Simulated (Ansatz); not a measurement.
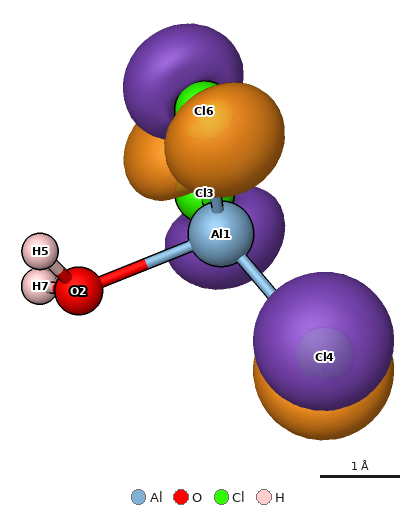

Figure. AlCl₃H₂O. One frontier orbital at ±0.15 Å⁻³ᐟ² (orange and purple are the two phases), seen from one side.

Theory: RKS r2SCAN/def2-SVP in Ansatz.

```json
{"atom": "Al", "x (Å)": "-0.7330", "y (Å)": "0.3200", "z (Å)": "0.0965"}
{"atom": "O", "x (Å)": "1.1751", "y (Å)": "-0.1136", "z (Å)": "-0.0548"}
{"atom": "Cl", "x (Å)": "-1.2425", "y (Å)": "-0.1947", "z (Å)": "-1.9001"}
{"atom": "Cl", "x (Å)": "-0.8300", "y (Å)": "2.3504", "z (Å)": "0.6316"}
{"atom": "H", "x (Å)": "1.4181", "y (Å)": "-0.8169", "z (Å)": "0.5731"}
{"atom": "Cl", "x (Å)": "-1.1730", "y (Å)": "-1.1107", "z (Å)": "1.6033"}
{"atom": "H", "x (Å)": "1.3854", "y (Å)": "-0.4346", "z (Å)": "-0.9496"}
```

Question: Which orbital is it: HOMO or LUMO?

Answer: The HOMO, at −7.54 eV. It lies mainly on Cl4 (about 45 %), Cl3 (about 25 %) and Cl6 (about 25 %); largely a combination of lone pairs on Cl4, Cl3 and Cl6.
